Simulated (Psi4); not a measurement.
**SiH4O (Si(OH)H3): MP3/cc-pVTZ**

Aim: the energy change on altering one bond length of SiH4O (Si(OH)H3) at MP3/cc-pVTZ, from 2 runs. The job is set up through a Python script.

Program for the calculation: Psi4 1.11.

3 further runs of the same task are left out: 2 that didn't finish, 1 set aside as unsound or not needed.

## (1) The structure to begin with

SiH4O: 6 atoms, total charge 0, spin state singlet. As SMILES, `[H][Si]([H])([H])O`. The shape is that of a GFN2-xTB optimisation.

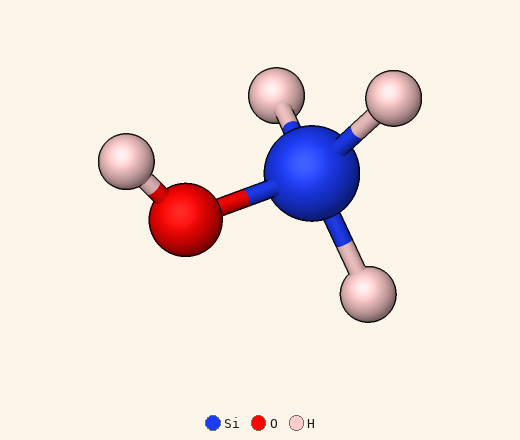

Viewed from a chosen angle; silicon blue, oxygen red, hydrogen pink.

## (2) The energy at MP3/cc-pVTZ

calc.py reads:

```python
import psi4

psi4.set_memory(1600000000)
psi4.set_num_threads(1)
psi4.core.set_output_file('psi4.out', False)

geom = psi4.geometry("""
0 1
Si    -0.11327018    -0.21726181    -0.77083818
O     -0.11251429    -0.17368473     2.30004236
H      0.61854516     1.17340654     3.24515108
H      2.48149386    -0.21310442    -1.73259540
H     -1.43690995     2.00004834    -1.76347352
H     -1.43732569    -2.56940392    -1.27826744
units au
symmetry c1
""")

psi4.set_options({
    'puream': True,
    'e_convergence': 1e-09,
    'd_convergence': 1e-08,
    'scf_type': 'pk',
    'num_frozen_docc': 6,
})

energy_value, wavefunction = psi4.energy("mp3/cc-pVTZ", molecule=geom, return_wfn=True)
print(f'mp3/cc-pVTZ energy: {energy_value:.10f} Eh')
```

On the command line:

```console
$ python calc.py
```

psi4.out:

```text
[...]
  Running in c1 symmetry.
[...]
  Nuclear repulsion =   65.669477802606366
[...]
  Multiplicity = 1
[...]
  Nalpha       = 13
  Nbeta        = 13
[...]
    Number of basis functions: 120
[...]
   @RHF iter   1:  -366.11464136824998   -5.72889e-01   3.82557e-03 DIIS/ADIIS
[...]
   @RHF iter  10:  -366.20529505101103   -1.20508e-11   5.24680e-09 DIIS
[...]
    Orbital Energies [Eh]
    ---------------------
    Doubly Occupied:
       1A    -68.785802     2A    -20.551756     3A     -6.132954
       4A     -4.239792     5A     -4.239155     6A     -4.239012
       7A     -1.343466     8A     -0.768003     9A     -0.646528
      10A     -0.555083    11A     -0.554982    12A     -0.473983
      13A     -0.456189
[...]
  @RHF Final Energy:  -366.20529505101103
   => Energetics <=
    Nuclear Repulsion Energy =             65.6694778026063659
    One-Electron Energy =                -637.7761380936420892
    Two-Electron Energy =                 205.9013652400246883
    Total Energy =                       -366.2052950510110350
[...]
 Multipole Moments:
 ------------------------------------------------------------------------------------
     Multipole            Electronic (a.u.)      Nuclear  (a.u.)        Total (a.u.)
 ------------------------------------------------------------------------------------
 L = 1.  Multiply by 2.5417464519 to convert [e a0] to [Debye]
 Dipole X            :         -0.0493512            0.3078006            0.2584494
 Dipole Y            :         -0.0705606            0.5432950            0.4727343
 Dipole Z            :          1.3289260           -1.3312588           -0.0023328
 Magnitude           :                                                    0.5387757
[...]
	DF-MP2 Total Energy (a.u.)         :  -366.58102113944801
[...]
	DF-MP3 Total Energy (a.u.)         :  -366.60001736782328
[...]
```

On the terminal:

```text
Memory set to   1.490 GiB by Python driver.
  Threads set to 1 by Python driver.
mp3/cc-pVTZ energy: -366.6000173678 Eh
```

It took 9 s on 1 thread of Intel Xeon Platinum 8375C at 2.90GHz (Ice Lake), shared host; peak memory 0.78 GiB.

## (3) The distorted shape, same level

h4osi.py reads:

```python
import psi4

psi4.set_memory(1600000000)
psi4.set_num_threads(1)
psi4.core.set_output_file('psi4.out', False)

m = psi4.geometry("""
0 1
Si    -0.369448    -0.685286    -0.808039
O     -0.369048    -0.662226     0.817001
H      0.327320     0.620940     1.717260
H      1.003642    -0.683086    -1.316979
H     -1.069888     0.488064    -1.333319
H     -1.070108    -1.929986    -1.076559
symmetry c1
no_reorient
no_com
""")

options = {'basis': 'cc-pVTZ', 'puream': True, 'e_convergence': 1e-09, 'd_convergence': 1e-08, 'scf_type': 'pk', 'num_frozen_docc': 6}
psi4.set_options(options)

result, w = psi4.energy("mp3", molecule=m, return_wfn=True)
print(f'mp3 energy: {result:.10f} Eh')
```

On the command line:

```console
$ python h4osi.py
```

psi4.out:

```text
[...]
  Running in c1 symmetry.
[...]
  Nuclear repulsion =   62.899666195407953
[...]
  Multiplicity = 1
[...]
  Nalpha       = 13
  Nbeta        = 13
[...]
    Number of basis functions: 120
[...]
   @RHF iter   1:  -365.84335505125830   -6.91480e-01   4.66500e-03 ADIIS/DIIS
[...]
   @RHF iter  12:  -366.02554350530022   -7.50333e-12   4.01146e-09 DIIS
[...]
    Orbital Energies [Eh]
    ---------------------
    Doubly Occupied:
       1A    -68.779780     2A    -20.581386     3A     -6.127311
       4A     -4.234106     5A     -4.233497     6A     -4.233211
       7A     -1.270952     8A     -0.707634     9A     -0.548582
      10A     -0.543844    11A     -0.531631    12A     -0.447773
      13A     -0.438623
[...]
  @RHF Final Energy:  -366.02554350530022
   => Energetics <=
    Nuclear Repulsion Energy =             62.8996661954079528
    One-Electron Energy =                -632.4937536658269437
    Two-Electron Energy =                 203.5685439651188062
    Total Energy =                       -366.0255435053002202
[...]
 Multipole Moments:
 ------------------------------------------------------------------------------------
     Multipole            Electronic (a.u.)      Nuclear  (a.u.)        Total (a.u.)
 ------------------------------------------------------------------------------------
 L = 1.  Multiply by 2.5417464519 to convert [e a0] to [Debye]
 Dipole X            :         17.2414218          -16.8822274            0.3591944
 Dipole Y            :         31.6438177          -30.9837228            0.6600949
 Dipole Z            :         12.9894077          -12.8239366            0.1654711
 Magnitude           :                                                    0.7694976
[...]
	DF-MP2 Total Energy (a.u.)         :  -366.43192733000524
[...]
	DF-MP3 Total Energy (a.u.)         :  -366.44574709066228
[...]
```

On the terminal:

```text
Memory set to   1.490 GiB by Python driver.
  Threads set to 1 by Python driver.
mp3 energy: -366.4457470907 Eh
```

It took 9.6 s on 1 thread of Intel Xeon Platinum 8375C at 2.90GHz (Ice Lake), shared host; peak memory 0.78 GiB.

## (4) Results

Level: MP3/cc-pVTZ, 6 core orbitals frozen.

| quantity | value |
| --- | --- |
| first shape: total energy | -366.60002 Eh |
| first shape: HOMO energy (Hartree–Fock orbitals) | -12.41 eV |
| first shape: LUMO energy (Hartree–Fock orbitals) | 3.31 eV |
| first shape: HOMO–LUMO gap (Hartree–Fock orbitals) | 15.73 eV |
| first shape: correlation energy (6 core orbitals frozen) | -394.7 mEh |
| distorted shape: total energy | -366.44575 Eh |
| distorted shape: HOMO energy (Hartree–Fock orbitals) | -11.94 eV |
| distorted shape: LUMO energy (Hartree–Fock orbitals) | -0.25 eV |
| distorted shape: HOMO–LUMO gap (Hartree–Fock orbitals) | 11.69 eV |
| distorted shape: correlation energy (6 core orbitals frozen) | -420.2 mEh |
| energy change with the O2–H3 bond stretched from 0.953 to 1.715 Å | 4.198 eV |

What this shows: With the O2–H3 bond stretched from 0.953 to 1.715 Å the energy rises by 4.20 eV (405 kJ/mol). The first shape isn't relaxed at this level, so the change isn't measured from a minimum. A restricted reference can't describe the breaking bond well at this length.
